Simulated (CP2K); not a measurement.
**PM3 run of C3H5BF (SMILES B/C([CH2])=C\F)**

Aim: the vertical ionisation energy of C3H5BF at PM3, from 2 runs. 

The results are computed with CP2K 2026.2.

1 further run of the same task is left out (set aside as unsound or not needed).

## 1. The molecule

C3H5BF has 10 atoms, charge 0, and is taken as a doublet. As SMILES, `B/C([CH2])=C\F`. The shape is that of a GFN2-xTB optimisation. This is one conformer, not always the lowest.

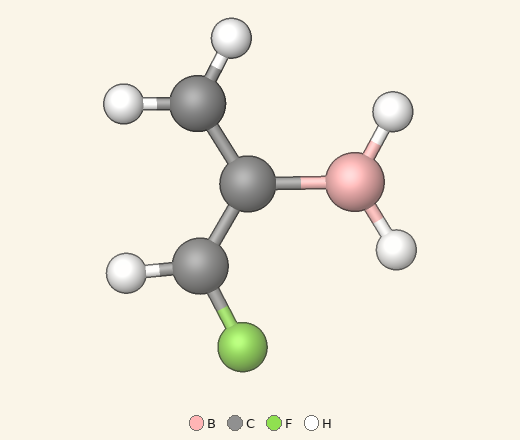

The structure, seen from a chosen angle (boron pink, carbon grey, fluorine green, hydrogen white).

## 2. Energy and gradient at PM3

File run.inp:

```
&GLOBAL
    PROJECT_NAME run
    RUN_TYPE ENERGY_FORCE
    PRINT_LEVEL MEDIUM
&END

&FORCE_EVAL
    METHOD QS
    &DFT
        CHARGE 0
        MULTIPLICITY 2
        UKS T
        &QS
            METHOD PM3
            EPS_DEFAULT 1.0E-10
            &SE
                &COULOMB
                    CUTOFF [angstrom] 50
                    RC_RANGE [angstrom] 0
                &END
                &EXCHANGE
                    CUTOFF [angstrom] 50
                    RC_RANGE [angstrom] 0
                &END
            &END
        &END
        &POISSON
            PERIODIC NONE
            POISSON_SOLVER ANALYTIC
        &END
        &SCF
            SCF_GUESS ATOMIC
            EPS_SCF 1.0E-06
            MAX_SCF 80
            ADDED_MOS 2
            &DIAGONALIZATION
                ALGORITHM STANDARD
            &END
            &MIXING
                METHOD DIRECT_P_MIXING
                ALPHA 0.4
            &END
        &END
        &PRINT
            &MOMENTS
                PERIODIC F
                REFERENCE COM
                MAX_MOMENT 1
            &END
            &MO ON
                ENERGIES T
                OCCUPATION_NUMBERS T
                NDIGITS 6
                &EACH
                    QS_SCF 0
                &END
                ADD_LAST NUMERIC
            &END
            &HIRSHFELD OFF
            &END
        &END
    &END
    &SUBSYS
        &CELL
            ABC [angstrom] 16.4 13.9 15.8
            PERIODIC NONE
        &END
        &COORD
            SCALED T
            B    0.42496159   0.49440000   0.44891804
            C    0.50518171   0.49607194   0.50186677
            C    0.50692927   0.46163309   0.58412816
            C    0.57699146   0.53191799   0.46797373
            F    0.58145732   0.56667770   0.38922373
            H    0.36507805   0.46598273   0.48020981
            H    0.42480915   0.52092518   0.37886108
            H    0.45290305   0.43332230   0.61329019
            H    0.56213720   0.46168345   0.62113892
            H    0.63492195   0.53577338   0.50048829
        &END
    &END
    &PRINT
        &FORCES ON
        &END
    &END
&END
```

The run is started by

```sh
$ OMP_NUM_THREADS=1 cp2k.psmp -i run.inp -o run.out
```

What it wrote:

```text
CP2K| version string:                                       CP2K version 2026.2
[...]
 GLOBAL| Method name                                                        CP2K
[...]
 GLOBAL| Run type                                                   ENERGY_FORCE
[...]
                             - Atoms:                                         10
[...]
                             - Spherical basis functions:                     25
[...]
 Number of electrons:                                                         14
[...]
     1 P_Mix/Diag. 0.40E+00    0.0     0.35346444       -27.6864406717 -2.77E+01
[...]
    22 DIIS/Diag.  0.25E-06    0.0     0.00000076       -34.1388593435 -1.17E-12
  *** SCF run converged in    22 steps ***
  Core-core repulsion energy [eV]:                           1757.06188369407596
  Core Hamiltonian energy [eV]:                             -1486.81106669468204
  Two-electron integral energy [eV]:                        -2398.43284603860729
  Electronic energy [eV]:                                   -2686.02748971398569
  Total energy [eV]:                                         -928.96560601990984
  Atomic reference energy [eV]:                               928.91526980261528
  Heat of formation [kcal/mol]:                                -1.16078083856670
[...]
 SE_DIPOLE| Moment [Debye]          0.00305998       0.48644364      -1.29891559
 SE_DIPOLE| Derivative [a.u.]       0.00000000       0.00000000       0.00000000
 ENERGY| Total FORCE_EVAL ( QS ) energy [hartree]            -34.138859343463679
 FORCES| Atomic forces [hartree/bohr]
 FORCES|   Atom     x               y               z               |f|
 FORCES|      1  1.39245371E-02 -7.90263889E-04  1.16222132E-02   1.81546988E-02
 FORCES|      2 -6.98891877E-03 -3.57793033E-03  4.77977345E-03   9.19199681E-03
 FORCES|      3 -2.30386636E-03  3.43027724E-03 -1.16185803E-02   1.23315048E-02
 FORCES|      4  5.89847190E-03  7.69828893E-03 -1.61372639E-02   1.88272916E-02
 FORCES|      5 -2.14590877E-03 -3.29528874E-03  7.27783009E-03   8.27228282E-03
 FORCES|      6 -9.62172340E-03 -2.48123537E-03  9.77705195E-04   9.98448785E-03
 FORCES|      7 -3.34659829E-03  2.34420630E-03 -9.37137194E-03   1.02233867E-02
 FORCES|      8 -5.44859486E-03 -2.95007294E-03  4.39293883E-03   7.59526351E-03
 FORCES|      9  3.44772807E-03 -6.70407820E-04  4.54564703E-03   5.74449149E-03
 FORCES|     10  6.58487341E-03  2.92426626E-04  3.53110837E-03   7.47761978E-03
 FORCES| Sum    -4.16333634E-16 -2.56739074E-16 -1.19522447E-15
 FORCES| Total atomic force                                       1.29143726E-15
[...]
```

Wall time 0.53 s (1 thread of Arm Neoverse N1, shared host); peak memory 0.13 GiB.

## 3. The singlet cation

File gas.inp:

```
&global
 project gas
 run_type ENERGY_FORCE
 print_level MEDIUM
&end global

&force_eval
 method Quickstep
 &dft
  charge 1
  ! Quickstep
  &qs
   method PM3
   eps_default 1.0E-10
   &se
    &coulomb
     cutoff [angstrom] 50
     rc_range [angstrom] 0
    &end coulomb
    &exchange
     cutoff [angstrom] 50
     rc_range [angstrom] 0
    &end exchange
   &end se
  &end qs
  &poisson
   periodic NONE
   poisson_solver ANALYTIC
  &end poisson
  &scf
   scf_guess ATOMIC
   eps_scf 1.0E-06
   max_scf 150
   added_mos 2
   &diagonalization
    algorithm STANDARD
   &end diagonalization
   &mixing
    method DIRECT_P_MIXING
    alpha 0.4
   &end mixing
  &end scf
  &print
   &moments
    periodic F
    reference COM
    max_moment 1
   &end moments
   &mo ON
    energies T
    occupation_numbers T
    ndigits 6
    &each
     qs_scf 0
    &end each
    add_last NUMERIC
   &end mo
   &hirshfeld OFF
   &end hirshfeld
  &end print
 &end dft
 ! atoms, cell and kinds
 &subsys
  ! vacuum box
  &cell
   abc 16.4 13.9 15.8
   periodic NONE
  &end cell
  &coord
   SCALED T
   B    0.42496159   0.49440000   0.44891804
   C    0.50518171   0.49607194   0.50186677
   C    0.50692927   0.46163309   0.58412816
   C    0.57699146   0.53191799   0.46797373
   F    0.58145732   0.56667770   0.38922373
   H    0.36507805   0.46598273   0.48020981
   H    0.42480915   0.52092518   0.37886108
   H    0.45290305   0.43332230   0.61329019
   H    0.56213720   0.46168345   0.62113892
   H    0.63492195   0.53577338   0.50048829
  &end coord
 &end subsys
 ! extra output
 &print
  &forces ON
  &end forces
 &end print
&end force_eval
```

The run is started by

```sh
$ OMP_NUM_THREADS=1 cp2k.psmp gas.inp > gas.out
```

What it wrote:

```text
CP2K| version string:                                       CP2K version 2026.2
[...]
 GLOBAL| Method name                                                        CP2K
[...]
 GLOBAL| Run type                                                   ENERGY_FORCE
[...]
                             - Atoms:                                         10
[...]
                             - Spherical basis functions:                     25
[...]
 Number of electrons:                                                         26
[...]
     1 P_Mix/Diag. 0.40E+00    0.0     0.70776800       -27.2735348028 -2.73E+01
[...]
    17 DIIS/Diag.  0.28E-06    0.0     0.00000096       -33.8225082051 -1.66E-11
  *** SCF run converged in    17 steps ***
  Core-core repulsion energy [eV]:                           1757.06188369407596
  Core Hamiltonian energy [eV]:                             -1449.57909262129783
  Two-electron integral energy [eV]:                        -2455.68008966861271
  Electronic energy [eV]:                                   -2677.41913745560396
  Total energy [eV]:                                         -920.35725376152811
  Atomic reference energy [eV]:                               928.91526980261528
  Heat of formation [kcal/mol]:                               197.35255389785581
[...]
 SE_DIPOLE| Moment [Debye]         -1.04322400       1.32469616      -4.25756331
 SE_DIPOLE| Derivative [a.u.]       0.00000000       0.00000000       0.00000000
 ENERGY| Total FORCE_EVAL ( QS ) energy [hartree]            -33.822508205138682
 FORCES| Atomic forces [hartree/bohr]
 FORCES|   Atom     x               y               z               |f|
 FORCES|      1 -1.15494577E-03 -1.28814930E-03  2.71375287E-03   3.21833544E-03
 FORCES|      2  6.57581012E-03 -5.93384755E-03  2.03321020E-02   2.21776057E-02
 FORCES|      3 -8.04197608E-04  8.58916662E-03 -2.48673011E-02   2.63211546E-02
 FORCES|      4  3.11497651E-03  1.97088134E-02 -4.98555127E-02   5.37002100E-02
 FORCES|      5 -4.96435605E-03 -1.67367125E-02  4.11573216E-02   4.47066829E-02
 FORCES|      6 -8.43808303E-03 -2.18445487E-03  7.94820179E-04   8.75241838E-03
 FORCES|      7 -3.01719709E-03  2.15411167E-03 -8.47463586E-03   9.25003396E-03
 FORCES|      8 -9.08660023E-03 -4.25875211E-03  5.72931976E-03   1.15554480E-02
 FORCES|      9  6.20513278E-03 -8.23453861E-04  6.84342592E-03   9.27438555E-03
 FORCES|     10  1.15694604E-02  7.73278486E-04  5.62670734E-03   1.28883749E-02
 FORCES| Sum    -2.49800181E-16  1.17961196E-16 -8.46545056E-16
 FORCES| Total atomic force                                       8.90479369E-16
[...]
```

It took 0.44 s on 1 thread of Arm Neoverse N1, shared host; peak memory 0.13 GiB.

## 4. Outcome

At PM3:

| quantity | value |
| --- | --- |
| doublet C3H5BF: total energy | -34.13886 Eh |
| doublet C3H5BF: dipole moment | 1.39 D |
| doublet C3H5BF: HOMO energy (highest over α and β) | -9.10 eV |
| doublet C3H5BF: LUMO energy (lowest over α and β) | 0.02 eV |
| doublet C3H5BF: heat of formation at this unrelaxed shape | -1.2 kcal/mol |
| doublet C3H5BF: largest force on an atom | 0.968 eV/Å |
| singlet cation: total energy | -33.82251 Eh |
| singlet cation: HOMO energy | -16.34 eV |
| singlet cation: LUMO energy | -8.07 eV |
| singlet cation: HOMO–LUMO gap | 8.27 eV |
| singlet cation: heat of formation at this unrelaxed shape | 197.4 kcal/mol |
| singlet cation: largest force on an atom | 2.761 eV/Å |
| vertical ionisation energy (to the singlet cation) | 8.608 eV |

What this shows: Removing an electron at fixed nuclei costs 8.61 eV (199 kcal/mol). The largest force (doublet C3H5BF) is 0.97 eV/Å: the shape isn't a stationary point for this species at this level. Only the singlet of the ionised species was computed; a triplet could lie lower.
